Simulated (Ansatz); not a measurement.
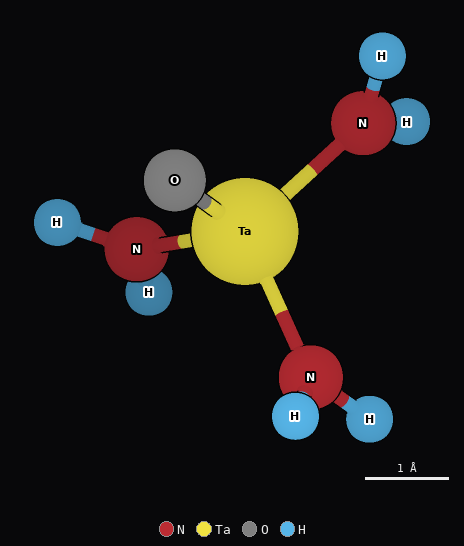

*The structure (ball-and-stick view, seen at a tilt). Sticks mark near contacts.*

Bond lengths as drawn: H–N 1.01 Å, N–Ta 1.99 Å and O–Ta 1.72 Å.

**Single-point calculation, with input and output: TaN$_{3}$H$_{6}$O**

- system: TaN$_{3}$H$_{6}$O, SMILES [NH2][Ta]([NH2])([NH2])=[O]
- method: RKS B2PLYP (frozen core)/def2-TZVPP (Ansatz 0.2.0)

The geometry comes from this level: PBE0-D4/def2-TZVP.

### Log
```
Functional definition: B2PLYP
  name "B2PLYP"
  cite "Grimme, J. Chem. Phys. 124, 034108 (2006) doi:10.1063/1.2148954"
  cite "Becke, Phys. Rev. A 38, 3098 (1988) doi:10.1103/PhysRevA.38.3098"
  cite "Lee, Yang & Parr, Phys. Rev. B 37, 785 (1988) doi:10.1103/PhysRevB.37.785"
  parameter a = 0.53
  parameter c = 0.27
  exchange = (1 - a)*b88_x + a*exact_x
  correlation = (1 - c)*lyp_c + c*(mp2_os + mp2_ss)
1610 factors; integrals over basis functions are off by at most 1.3e-3 eV
mean field evaluation 1: about -8136.3137 eV, gradient 1.0e2 eV
mean field evaluation 2: about -8136.4138 eV, gradient 1.0e2 eV
mean field evaluation 4: about -8151.7459 eV, gradient 4.3e1 eV
mean field evaluation 8: about -8155.3829 eV, gradient 4.9e-1 eV
mean field evaluation 16: about -8155.4136 eV, gradient 3.1e-4 eV
mean field -8155.41360703 eV, -299.7059221206 hartree, gradient 9.3e-6 eV, S^2 0.000000; 0 other end points of the search recorded, 0 dependent functions left out
4 core orbitals not correlated: weight in the atoms' cores, before any rotation towards them, 1.000 or more for the frozen orbitals, at most 0.000 for the correlated occupied ones
reference -8155.41378207 eV, -299.7059285531 hartree; 20, 20 occupied and 240, 240 virtual orbitals, 1610 factors
second order -43.72015723 eV of doubles, -0.00000000 eV of singles
Total energy: -8167.21822452 eV, -300.1397338119 hartree
```

This output came from the following input.

### The input
```yaml
crystal:
  periodic: [false, false, false]
  atoms:
    - {symbol: N, position_ang: [-1.068877, 1.541664, 0.275060]}
    - {symbol: Ta, position_ang: [0.377868, 0.175438, 0.148964]}
    - {symbol: N, position_ang: [-0.040548, -1.403876, 1.291852]}
    - {symbol: N, position_ang: [0.662707, -0.378928, -1.744990]}
    - {symbol: O, position_ang: [1.836273, 0.883730, 0.725543]}
    - {symbol: H, position_ang: [-0.907858, 2.505604, 0.525967]}
    - {symbol: H, position_ang: [-2.060748, 1.370433, 0.202874]}
    - {symbol: H, position_ang: [-0.709443, -2.130733, 1.085458]}
    - {symbol: H, position_ang: [0.473226, -1.642066, 2.126934]}
    - {symbol: H, position_ang: [-0.054361, -0.635530, -2.407040]}
    - {symbol: H, position_ang: [1.557361, -0.342736, -2.210123]}
basis:
  gaussian: {orbitals: def2-TZVPP}
hamiltonian: {xc: {name: B2PLYP}}
```

### Results in brief

| quantity | value |
| --- | --- |
| outcome | converged |
| total energy | −8167.2182 eV |
| mean-field energy | −8155.4138 eV |
| SCF solution under orbital rotations | stable |
| hardware | 4 CPU threads, shared host |
| wall time | 4.7 s (CPU time 17 s) |
| peak memory | 0.71 GiB |
